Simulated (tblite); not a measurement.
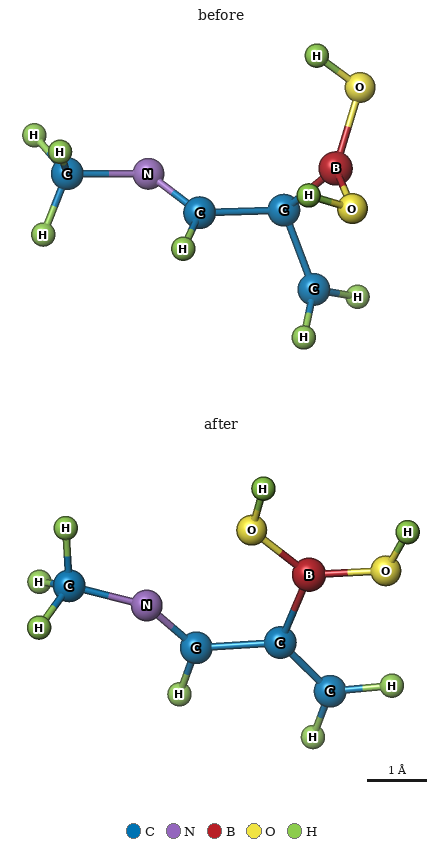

The structure of C$_{4}$H$_{8}$BNO$_{2}$ (charge +1, multiplicity 2) before (top) and after (bottom) a relaxation, at one scale.

The picture is a ball-and-stick view, seen at a tilt.

These are results of GFN2-xTB geometry optimisation, gas phase (tblite), not measurements. 

What changed between the two?

An O atom moves most after the best rigid fit: 2.37 Å. Largest moves by element: O 2.37 Å, H 2.22 Å, N 0.85 Å, C 0.61 Å, B 0.47 Å. Some distances before and after: C–C 1.482 → 1.334 Å, B–O 1.458 → 1.331 Å, C–N 1.435 → 1.375 Å, C–C 1.499 → 1.458 Å. Bond angles that change, for instance: C–N–C 122.8° → 148.0°, B–O–H 105.4° → 120.6°, C–C–B 111.4° → 122.3°. Groups turn about C–N by about 135°, B–O by about 90°, B–O by about 90°. Over 174 geometry steps the energy falls by 92.5 kcal/mol. Cost: 0.87 s on 1 thread of Arm Neoverse V2, with other jobs on the host.
